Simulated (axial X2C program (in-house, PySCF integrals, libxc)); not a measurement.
BrGe: relativistic diatomic calculation

- system: BrGe, single determinant with Ω = 1/2.
- method: r2SCAN0, two-component X2C with atomic mean-field Coulomb and Gaunt terms, Br dyall-cv3z, Ge dyall-cv3z (cores contracted) (axial X2C program (in-house, PySCF integrals, libxc))

**The program's output**
```
two-component X2C + atomic mean field  r2SCAN0
basis functions 210  fitting functions 1191  grid points 5802
iter        total energy     max residual
   1      -4703.552188718     9.64e-02
   2      -4703.554456010     3.34e-03
   3      -4703.554472922     6.05e-03
   4      -4703.554554986     5.49e-04
   5      -4703.554556611     1.78e-04
   6      -4703.554557049     1.79e-04
   7      -4703.554557115     4.99e-05
   8      -4703.554557151     2.21e-05
   9      -4703.554557153     7.06e-06
converged
one-electron -7051.20587674  Coulomb 2267.97033387  exact exchange -42.40843520  xc functional -130.67390396  nuclear repulsion 254.47766262  atomic mean-field constant -1.71433774
```

**The points of the curve**

| R (Å) | E (hartree) | dipole (D; origin at the first atom, positive when the second is positive) | highest filled (eV) | lowest empty (eV) |
| --- | --- | --- | --- | --- |
| 2.026 | −4703.526732 | −0.21 | −4.80 | −2.82 |
| 2.119 | −4703.543758 | 0.35 | −5.00 | −3.01 |
| 2.189 | −4703.550727 | 0.77 | −5.14 | −3.15 |
| 2.259 | −4703.554028 | 1.19 | −5.28 | −3.28 |
| 2.329 | −4703.554557 | 1.62 | −5.42 | −3.41 |
| 2.410 | −4703.552569 | 2.11 | −5.58 | −3.56 |
| 2.492 | −4703.548558 | 2.59 | −5.73 | −3.71 |
| 2.597 | −4703.541401 | 3.20 | −5.92 | −3.88 |
| 2.725 | −4703.530846 | 3.92 | −6.13 | −4.09 |
| 2.911 | −4703.514047 | 4.90 | −6.41 | −4.36 |

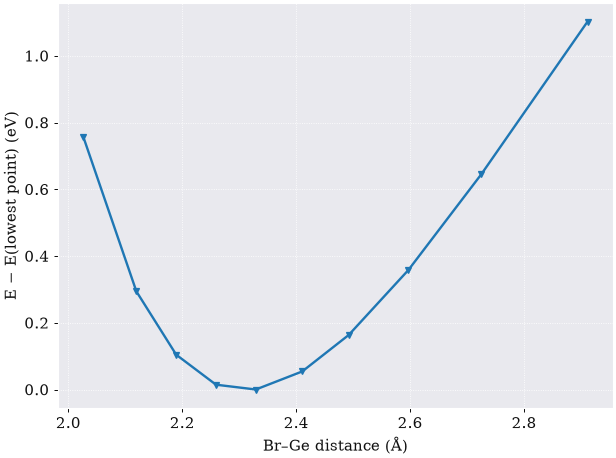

**Figure 1.** Energy at 10 bond lengths, for one set of occupations held fixed; the line joins the points. A polynomial of degree 6 through 9 points gives rₑ = 2.309 Å, ωₑ = 299.3 cm⁻¹, ωₑxₑ = 0.71 cm⁻¹ and Bₑ = 0.08283 cm⁻¹. The minimum lies 3.54 eV below Br + Ge, each computed as one determinant at the same level.

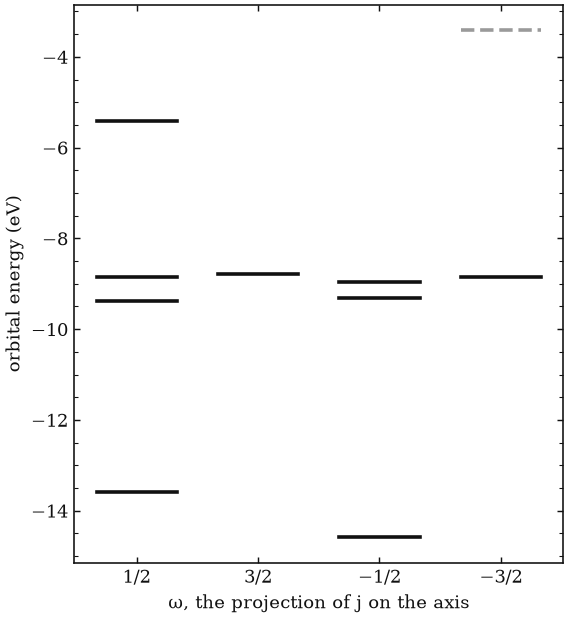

**Figure 2.** Orbital energies near the frontier at 2.33 Å, filled (solid) and empty (dashed). The highest filled spinor (1/2; 85 % Ge p, 11 % Br p) lies at −5.42 eV, the lowest empty one (−3/2; 86 % Ge p, 10 % Br p) at −3.41 eV.

**Input file**
```
{"zs": [35, 32], "q": 0, "bas": ["dyall-cv3z", "dyall-cv3z"], "levels": ["PBE0", "HF", "r2SCAN0"], "cc": true, "r0": 2.35, "thr": -1.0, "nmax": 90, "npts": 10, "nst": 2, "ntry": 6}
```

The line is the task of a batch: nuclear charges, charge, bases, the levels to run, a first guess of the distance and further settings. This report covers r2SCAN0 with spin-orbit coupling. The log is that of the reference distance 2.329 Å.

Launched within a batch (the task file carries these settings):
```bash
python <driver script> task.json out
```

**Key numbers**

- outcome: converged
- bond length rₑ: 2.309 Å
- ωₑ: 299.3 cm⁻¹
- energy at the minimum: −4703.55465 hartree
- depth below the fragments: 3.54 eV
- hardware: 1 thread of AMD EPYC (Zen 3), 24 GiB of memory available, shared host
- wall time: 15 s
- peak memory: 0.74 GiB
